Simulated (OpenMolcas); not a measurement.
**Cu²⁺ complex: multiconfigurational calculation**

System: Cu²⁺ with 6 ligands (Cl; octahedron, 2.45 Å), neutralised by 6 outer point charges of +0.67 e, whose field is part of the energies.
Method: state-averaged SS-CASPT2, IPEA shift 0.25, imaginary shift 0.1 hartree, closed shells 3s 3p of the metal and the valence shells of the ligands correlated, active space 9 electrons in the shell 3d, basis ANO-RCC-VDZP on the metal and ANO-RCC-VDZP on the ligands, DKH2 scalar Hamiltonian, spin-orbit coupling by RASSI with atomic mean-field integrals (OpenMolcas).

Input:
```
&GATEWAY
Coord
7

Cu 0.0 0.0 0.0
Cl 2.450000 0.000000 0.000000
Cl 0.000000 2.450000 0.000000
Cl -2.450000 0.000000 0.000000
Cl 0.000000 -2.450000 0.000000
Cl 0.000000 0.000000 2.450000
Cl 0.000000 0.000000 -2.450000
Basis=Cu.ANO-RCC-VDZP,Cl.ANO-RCC-VDZP
Group=XYZ
NoMove
AngMom=0.0 0.0 0.0
AMFI
RICD
XField
3 Angstrom 0
5.050000 0.000000 0.000000 0.666667
0.000000 5.050000 0.000000 0.666667
0.000000 0.000000 5.050000 0.666667
&SEWARD
&RASSCF
FileOrb=start.orb
Symmetry=1
Spin=2
nActEl=9 0 0
Inactive=30 33
Ras2=5 0
CIRoot=5 5 1
SDav=5
CIMx=300
Iter=150 100
PrWF=0.3
OrbListing=Nothing
MaxOrb=0
LevShft=1.0
>>> COPY $Project.JobIph JOB001
&RASSI
NrOfJobIphs=1 5
1 2 3 4 5
IphNames
JOB001
EJob
SpinOrbit
DIPRint=1.0
SOCoupling=1000.0
Subsets=2
Property=9
'ANGMOM' 1 'ANGMOM' 2 'ANGMOM' 3 'MLTPL  1' 1 'MLTPL  1' 2 'MLTPL  1' 3
'AMFI' 1 'AMFI' 2 'AMFI' 3
SOProperty=3
'ANGMOM' 1 'ANGMOM' 2 'ANGMOM' 3
>>> COPY JOB001 $Project.JobIph
&CASPT2
Multistate=5 1 2 3 4 5
NoMult
Frozen=17 18
IPEA=0.25
Imaginary=0.1
MaxIter=60
WThr=0.0 0.3 0.05
PrWF=0.5
NoMix
```

The file start.orb holds starting orbitals from an earlier step. A driver script formed the levels outside the program, from RASSI's spin-orbit matrix and the CASPT2 energies (for multi-state variants, the effective Hamiltonian), averaged over the components of each term or state. The log and the time are those of the CASPT2 step.

Launched with:
```bash
OMP_NUM_THREADS=1 MOLCAS_MEM=2457 MOLCAS_PROJECT=a pymolcas a.inp > a.log  # once for each step of the input, in one work folder
```

The program's output (extracts):
```
--- CASPT2 ---
Orbital specifications:
      -----------------------

      Symmetry species                           1   2
                                                ag  au
      Frozen orbitals                           17  18
      Inactive orbitals                         13  15
      Active orbitals                            5   0
      Secondary orbitals                        34  40
      Deleted orbitals                           0   0
      Number of basis functions                 69  73
Type of calculation                        SS-CASPT2
      Fock operator                              state-specific
      IPEA shift                                 0.25
      Real shift                                 0.00
      Imaginary shift                            0.10
      The input orbitals will be transformed to quasi-canonical
Reference energy:       -4420.2045332255
      E2 (Non-variational):      -1.5155659744
      Shift correction:          -0.0020060031
      E2 (Variational):          -1.5175719775
      Total energy:           -4421.7221052030
      Residual norm:              0.0000006117
      Reference weight:           0.67141
      Contributions to the CASPT2 correlation energy
      Active & Virtual Only:         -0.3012514694
      One Inactive Excited:          -0.2285086221
      Two Inactive Excited:          -0.9858058830
Reference energy:       -4420.2045332252
      E2 (Non-variational):      -1.5155688008
      Shift correction:          -0.0020060073
      E2 (Variational):          -1.5175748081
      Total energy:           -4421.7221080333
      Residual norm:              0.0000006119
      Reference weight:           0.67141
      Contributions to the CASPT2 correlation energy
      Active & Virtual Only:         -0.3012530533
      One Inactive Excited:          -0.2285097995
      Two Inactive Excited:          -0.9858059480
::    CASPT2 Root  1     Total energy:  -4421.72210520
::    CASPT2 Root  2     Total energy:  -4421.72210803
::    CASPT2 Root  3     Total energy:  -4421.69842631
::    CASPT2 Root  4     Total energy:  -4421.69842631
::    CASPT2 Root  5     Total energy:  -4421.69842631
```

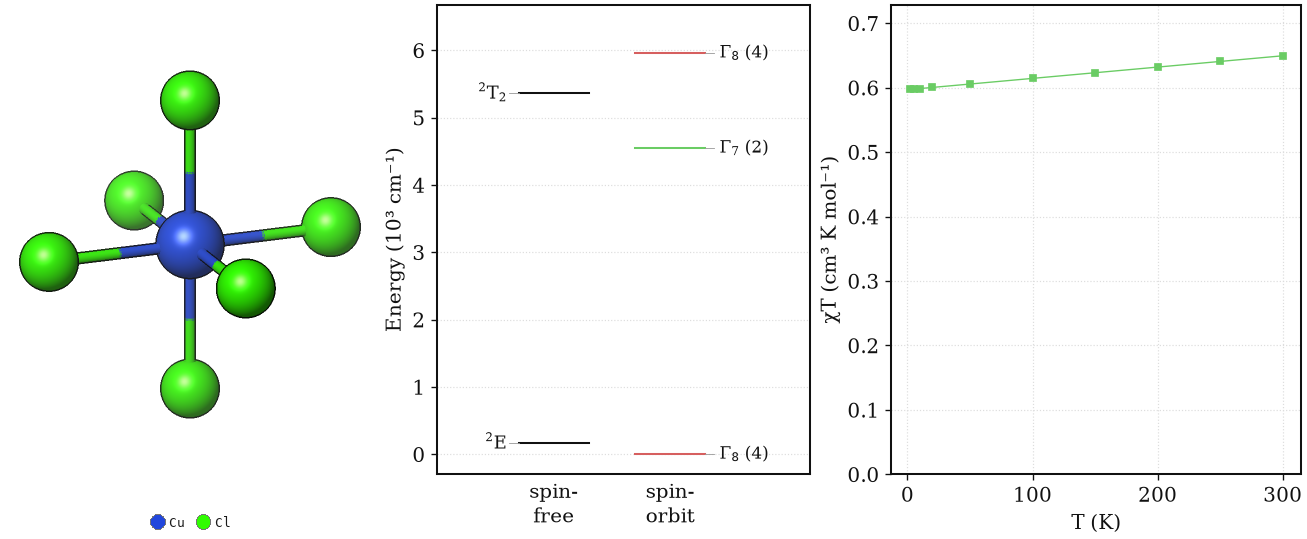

Cu²⁺ (3d⁹) with 6 ligands, Cl⁻, at 2.45 Å (arrangement: octahedron, Oh), neutralised by outer point charges of +0.67 e, and its levels and susceptibility. Labels give the representation in O, Td, D4 or D3 as the site allows (double group for half-integer spin) where it could be assigned and, in brackets, the degeneracy; spin-free states, where drawn, share the zero of the spin-orbit levels. Powder susceptibility by Van Vleck's formula. The ground level is Γ₈, 4-fold degenerate, 100 % from states of spin multiplicity 2. The next level lies at 4,550 cm⁻¹ (Γ₇). The lowest spin-free state is ²E, from the free-ion D term; of the same spin there follows at 5,200 cm⁻¹ (²T₂) above it. A ligand-field fit to the spin-free states gives |10Dq| = 5,200 cm⁻¹. χT is 0.597 cm³ K mol⁻¹ at 2 K and 0.650 at 300 K, an effective moment of 2.28 μB.

Summary:

| quantity | value |
| --- | --- |
| outcome | converged |
| energy of the lowest spin-free term | −4421.72211 hartree |
| energy of the lowest spin-orbit level | −4421.72290 hartree |
| CASPT2 correlation energy | −1.5176 hartree |
| largest spread among components of a term | 0.6 cm⁻¹ |
| lowest reference weight | 0.671 |
| hardware | 1 thread of AMD EPYC (Zen 3), 16 GiB of memory available, shared host |
| wall time | 10 s |
| peak memory | 0.18 GiB |

Notes:

Caveats: orbital doublet at a regular site, Jahn-Teller distortion not allowed for; with a single d shell and no ligand orbitals active, the ligand field and the g values of a late 3d ion can be well off; distances are set from ionic radii, not optimised.
